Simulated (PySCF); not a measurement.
**HF/6-31G(d) (spherical functions) run of GaGeH5O (SMILES [GaH2][O][GeH3])**

Aim: the vertical ionisation energy of GaGeH5O at HF/6-31G* (spherical functions), from 2 runs. 

Program for the calculation: PySCF 2.14.0.

## (1) The system as given

The species is GaGeH5O (8 atoms), meant as a singlet with charge 0. SMILES: `[GaH2][O][GeH3]`. Geometry: a GFN2-xTB relaxation, a rough one for these elements and not checked as a minimum.

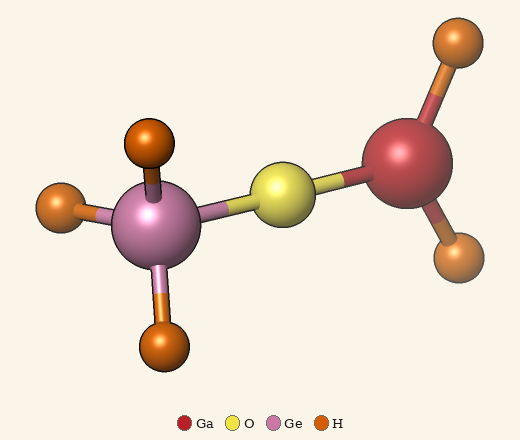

Viewed from a chosen angle; gallium red, oxygen yellow, germanium pink, hydrogen orange.

## (2) A single-point energy at HF/6-31G(d) (spherical functions)

The input, job.py:

```python
from pyscf import gto

mol = gto.Mole()
mol.atom = '''
Ga    -2.077640     2.112827    -2.159881
O     -0.226030     0.222251    -0.252732
Ge     1.650071    -1.678379     1.712621
H     -2.605101     1.166679    -4.874813
H     -3.067838     4.614787    -1.009473
H      2.699153     0.017801     3.730584
H      3.688613    -2.782187     0.073926
H     -0.061227    -3.673760     2.779787
'''
mol.charge = 0
mol.basis = '6-31g*'
mol.verbose = 4
mol.unit = 'bohr'
mol.max_memory = 1860
mol.build()

myscf = mol.RHF()
myscf.conv_tol = 1e-10
myscf.kernel()
if not myscf.converged:
    myscf = myscf.newton().run(myscf.mo_coeff, myscf.mo_occ)

energy = myscf.e_tot
print(f'total energy: {energy:.8f} hartree')
```

The run is started by

```
$ OMP_NUM_THREADS=1 python job.py
```

The log of the run:

```text
PySCF version 2.14.0

[INPUT] num. atoms = 8
[INPUT] num. electrons = 76
[INPUT] charge = 0
[INPUT] spin (= nelec alpha-beta = 2S) = 0
[INPUT] symmetry False subgroup None
[INPUT] Mole.unit = bohr
[INPUT] Symbol           X                Y                Z      unit          X                Y                Z       unit  Magmom
[INPUT]  1 Ga    -1.099439740496   1.118059899016  -1.142959803499 AA   -2.077640000000   2.112827000000  -2.159881000000 Bohr   0.0
[INPUT]  2 O     -0.119609924984   0.117610164304  -0.133740014870 AA   -0.226030000000   0.222251000000  -0.252732000000 Bohr   0.0
[INPUT]  3 Ge     0.873179969600  -0.888159918087   0.906280004143 AA    1.650071000000  -1.678379000000   1.712621000000 Bohr   0.0
[INPUT]  4 H     -1.378560081345   0.617379939259  -2.579639947097 AA   -2.605101000000   1.166679000000  -4.874813000000 Bohr   0.0
[INPUT]  5 H     -1.623429956394   2.442040113650  -0.534190106639 AA   -3.067838000000   4.614787000000  -1.009473000000 Bohr   0.0
[INPUT]  6 H      1.428330256386   0.009419883532   1.974140036223 AA    2.699153000000   0.017801000000   3.730584000000 Bohr   0.0
[INPUT]  7 H      1.951929939503  -1.472269956918   0.039119954494 AA    3.688613000000  -2.782187000000   0.073926000000 Bohr   0.0
[INPUT]  8 H     -0.032399933093  -1.944070070389   1.470999931612 AA   -0.061227000000  -3.673760000000   2.779787000000 Bohr   0.0

nuclear repulsion = 387.912636692579
number of shells = 40
number of NR pGTOs = 237
number of NR cGTOs = 88
basis = 6-31g*
ecp = {}

******** <class 'pyscf.scf.hf.RHF'> ********
method = RHF
initial guess = minao
damping factor = 0
level_shift factor = 0
DIIS = <class 'pyscf.scf.diis.CDIIS'>
diis_start_cycle = 1
diis_space = 8
diis_damp = 0
SCF conv_tol = 1e-10
SCF conv_tol_grad = None
SCF max_cycles = 50
direct_scf = True
direct_scf_tol = 1e-13
Set gradient conv threshold to 1e-05
Initial guess from minao.
init E= -4074.56934507164
  HOMO = -0.318213633613489  LUMO = 0.0102939049939579  gap/eV = 8.93915
cycle= 1 E= -4075.7160270139  delta_E= -1.15  |g|= 0.674  |ddm|= 2.63
  HOMO = -0.30634949220583  LUMO = 0.062131646706316  gap/eV = 10.02688
cycle= 2 E= -4075.76653238241  delta_E= -0.0505  |g|= 0.53  |ddm|= 0.837
  HOMO = -0.406385696859221  LUMO = 0.0551111447369403  gap/eV = 12.55797
cycle= 3 E= -4075.81765813593  delta_E= -0.0511  |g|= 0.0446  |ddm|= 0.348
  HOMO = -0.402261454451718  LUMO = 0.0590905302891751  gap/eV = 12.55403
cycle= 4 E= -4075.81857338943  delta_E= -0.000915  |g|= 0.0117  |ddm|= 0.096
  HOMO = -0.402665963673122  LUMO = 0.0591647119124765  gap/eV = 12.56705
cycle= 5 E= -4075.81859301742  delta_E= -1.96e-05  |g|= 0.00294  |ddm|= 0.0096
  HOMO = -0.402518129369459  LUMO = 0.0592266617625152  gap/eV = 12.56472
cycle= 6 E= -4075.81859568868  delta_E= -2.67e-06  |g|= 0.000431  |ddm|= 0.00444
  HOMO = -0.402565656420104  LUMO = 0.0592043492607601  gap/eV = 12.56540
cycle= 7 E= -4075.81859579503  delta_E= -1.06e-07  |g|= 0.000161  |ddm|= 0.000821
  HOMO = -0.402561207352172  LUMO = 0.0592180756283405  gap/eV = 12.56565
cycle= 8 E= -4075.81859580314  delta_E= -8.11e-09  |g|= 6.72e-05  |ddm|= 0.000182
  HOMO = -0.402562058754466  LUMO = 0.0592227569635582  gap/eV = 12.56580
cycle= 9 E= -4075.81859580494  delta_E= -1.8e-09  |g|= 1.64e-05  |ddm|= 9.39e-05
  HOMO = -0.402561834905147  LUMO = 0.0592238583417561  gap/eV = 12.56583
cycle= 10 E= -4075.81859580515  delta_E= -2.16e-10  |g|= 3.61e-06  |ddm|= 4.02e-05
  HOMO = -0.402562160076006  LUMO = 0.0592239033471551  gap/eV = 12.56584
cycle= 11 E= -4075.81859580519  delta_E= -4e-11  |g|= 9.83e-07  |ddm|= 8.52e-06
  HOMO = -0.402562133331501  LUMO = 0.0592239144826019  gap/eV = 12.56584
Extra cycle  E= -4075.81859580517  delta_E= 2.55e-11  |g|= 5.63e-07  |ddm|= 1.65e-06
converged SCF energy = -4075.81859580517
total energy: -4075.81859581 hartree
```

Run time: 2.5 s. Hardware: 1 thread of Arm Neoverse V2, shared host; peak memory 0.17 GiB.

## (3) The doublet cation at the same level

The input, calc.py:

```python
from pyscf import gto, scf

system = gto.M(
    atom=[
    ('Ga', (-1.099440, 1.118060, -1.142960)),
    ('O', (-0.119610, 0.117610, -0.133740)),
    ('Ge', (0.873180, -0.888160, 0.906280)),
    ('H', (-1.378560, 0.617380, -2.579640)),
    ('H', (-1.623430, 2.442040, -0.534190)),
    ('H', (1.428330, 0.009420, 1.974140)),
    ('H', (1.951930, -1.472270, 0.039120)),
    ('H', (-0.032400, -1.944070, 1.471000)),
],
    basis='6-31g*',
    charge=1,
    verbose=3,
    spin=1,
    max_memory=1860,
)

mf = scf.UHF(system)
mf.conv_tol = 1e-10
mf.kernel()
if not mf.converged:
    mf = mf.newton().run(mf.mo_coeff, mf.mo_occ)

etot = mf.e_tot
print('E = %.10f Eh' % etot)
```

The run is started by

```
$ OMP_NUM_THREADS=1 python calc.py
```

The log of the run:

```text
SCF not converged.
SCF energy = -4075.4466097186 after 50 cycles  <S^2> = 0.83690641  2S+1 = 2.0850961
converged SCF energy = -4075.49374209463  <S^2> = 0.76293932  2S+1 = 2.0128977
E = -4075.4937420946 Eh
```

It took 9.6 s on 1 thread of Arm Neoverse V2, shared host; peak memory 0.17 GiB.

## (4) What came out

Level: HF/6-31G* (spherical functions).

| quantity | value |
| --- | --- |
| singlet GaGeH5O: total energy | -4075.81860 Eh |
| singlet GaGeH5O: dipole moment | 0.37 D |
| singlet GaGeH5O: HOMO energy | -10.95 eV |
| singlet GaGeH5O: LUMO energy | 1.61 eV |
| singlet GaGeH5O: HOMO–LUMO gap | 12.57 eV |
| doublet cation: total energy | -4075.49374 Eh |
| doublet cation: HOMO energy (highest over α and β) | -17.04 eV |
| doublet cation: LUMO energy (lowest over α and β) | -6.31 eV |
| doublet cation: ⟨S²⟩ | 0.763 |
| vertical ionisation energy (to the doublet cation) | 8.840 eV |

Removing an electron at fixed nuclei costs 8.84 eV (853 kJ/mol). The negative HOMO energy of the first species, 10.95 eV, lies 2.11 eV above that difference.
